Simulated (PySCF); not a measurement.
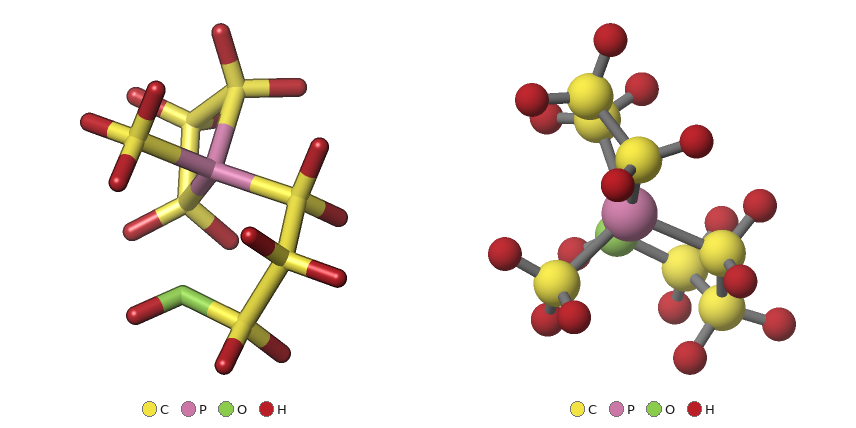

The same structure drawn twice, from different directions.

State: charge +1, singlet. The geometry was computed by an optimisation with GFN2-xTB. No frequency run is at hand to confirm it as a minimum.

What is the molecular formula?

C7H16OP(+), 25 atoms: 7 carbon, 16 hydrogen, 1 oxygen and 1 phosphorus.

What is its SMILES?

C[P+]1(CCCO)CCC1

Name some functional groups or characteristic bonds that it holds.

Among them: alcohol.

More results for the same structure follow; atom numbers are the same in all pictures, views and colours differ.

**Shape**

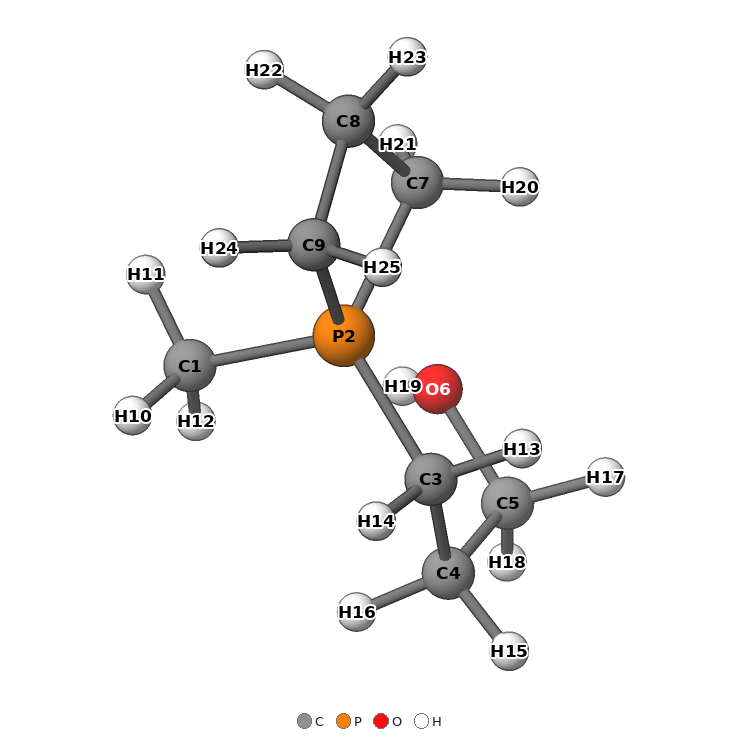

Numbered structure. No frequency run is at hand to confirm it as a minimum.

Which atoms are bonded, and how long are the bonds? Leave out bonds to hydrogen.

```csv
bond,length (Å),order
C1–P2,1.814,single
P2–C3,1.834,single
P2–C7,1.837,single
P2–C9,1.846,single
C3–C4,1.521,single
C4–C5,1.526,single
C5–O6,1.425,single
C7–C8,1.542,single
C8–C9,1.545,single
```

**Quadrupole coupling**

No frequency run is at hand to confirm it as a minimum. Electric field gradients from the ground-state density, PBE0/pcSseg-1 (PySCF 2.14.0), non-relativistic apart from any core potentials.

Give the largest field-gradient component, the quadrupole coupling constant and the asymmetry for 17O at O6 (Q = −25.6 mb).

```json
{"atom": "O6", "V_zz (a.u.)": "−1.865", "e²qQ/h (MHz)": "11.22", "η": "0.82"}
```

**NMR shielding**

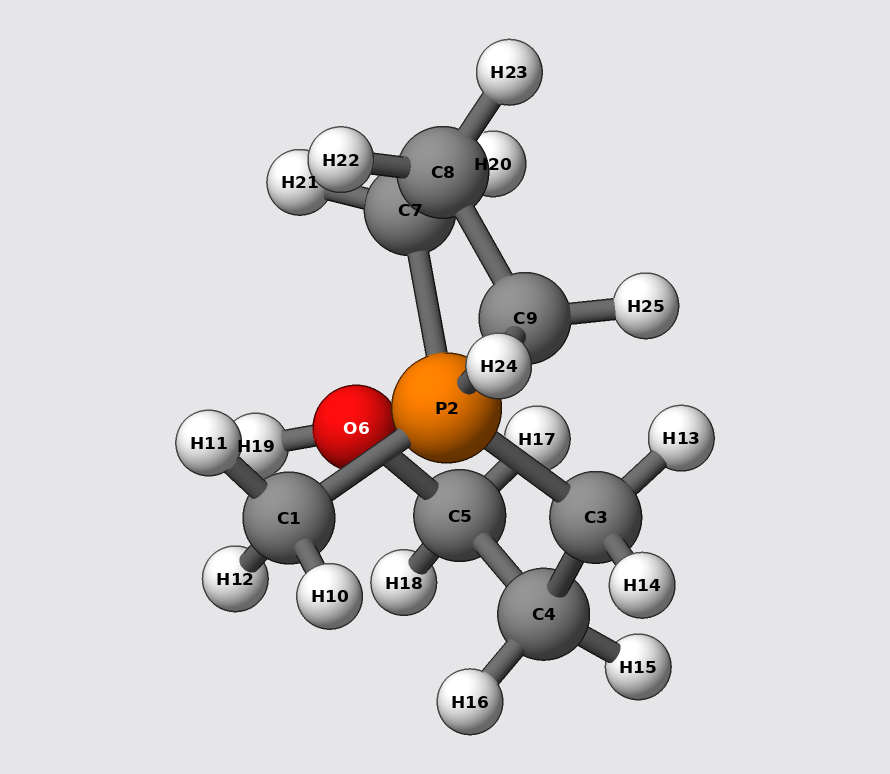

No frequency run is at hand to confirm it as a minimum. Level of theory: GIAO PBE0/pcSseg-1 NMR shielding, non-relativistic, gas phase (PySCF 2.14.0). Principal shieldings σ11 ≤ σ22 ≤ σ33, span Ω = σ33 − σ11, skew κ = 3(σiso − σ22)/Ω.

Give the shielding tensors of the O atoms.

| atom | σ11 | σ22 | σ33 | σiso | Ω | κ |
| --- | --- | --- | --- | --- | --- | --- |
| O6 | 246.2 | 275.8 | 331.7 | 284.6 | 85.6 | 0.31 |

Shieldings and span in ppm.

**Electronic properties**

No frequency run is at hand to confirm it as a minimum. Method: PBE0/pcSseg-1, gas phase (PySCF 2.14.0).

What is the LUMO energy (Kohn–Sham orbital)?

−3.35 eV.

Estimate the HOMO energy (Kohn–Sham orbital).

−12.55 eV.

The geometry is semi-empirical. Around P such bond lengths and angles can be off by a tenth of an ångström or more and by several degrees, and values that hang on the shape move with them.
